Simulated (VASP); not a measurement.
Here is the system:

```yaml
crystal:
  lattice:
    - [0.00000, 2.79427, 2.79427]
    - [2.79427, 0.00000, 2.79427]
    - [2.79427, 2.79427, 0.00000]
  atoms:
    - { symbol: W, position: [0.00000, 0.00000, 0.00000] }
    - { symbol: Se, position: [0.25000, 0.25000, 0.25000] }
```

Computed with PBEsol GGA, VASP's PBE PAW potentials (set 64) (plane waves; VASP 6.6.1). Run with 400 eV cut-off, 13×13×13 Γ-centred mesh, tetrahedra with Blöchl corrections, potentials W_sv Se.

Unless said otherwise, spin-orbit coupling is left out, though it shifts the bands of the heavy elements here.

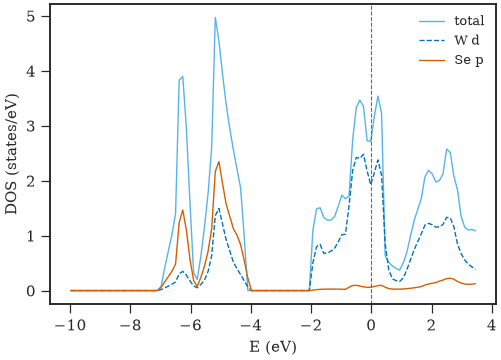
Figure: Total and projected density of states, zero at the Fermi level

Within 2 eV below the Fermi level the largest weight inside VASP's projection spheres is W d.

It has no gap at this level: it comes out as a metal or semimetal.

The structure was generated: WSe was put into the zinc blende type (F-43m), which need not be its known phase. It was relaxed first, which changed the volume by -37 %.
